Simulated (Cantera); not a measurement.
Input: 1 mol borazine, 23 mol H2, a varied amount of N2, at 1898 K and 0.120 Torr.

Equilibrium computed with Cantera from the NASA thermochemical tables; the gas is ideal and each condensed phase is pure. Candidate condensed phases: B, BN; 15 gas species. The feed counts by its element totals alone. Mutual solubility and eutectic melting of coexisting phases are not modelled. The tables' values for BH2 are old estimates; treat these amounts as uncertain. Rates play no part.

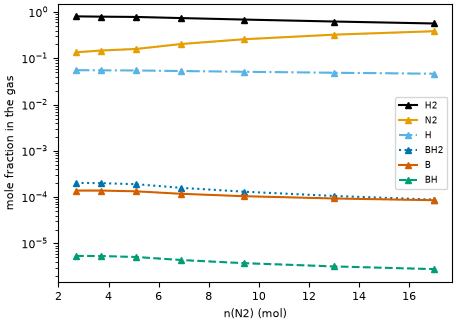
*Equilibrium gas composition (values under 1e-9 drawn at 1e-9)*

Q: Read off the mole fractions at 17 mol N2.

A: H2 about 0.57, N2 about 0.39, H about 0.047, BH2 about 8.8e-5, B about 8.6e-5, BH about 2.8e-6.
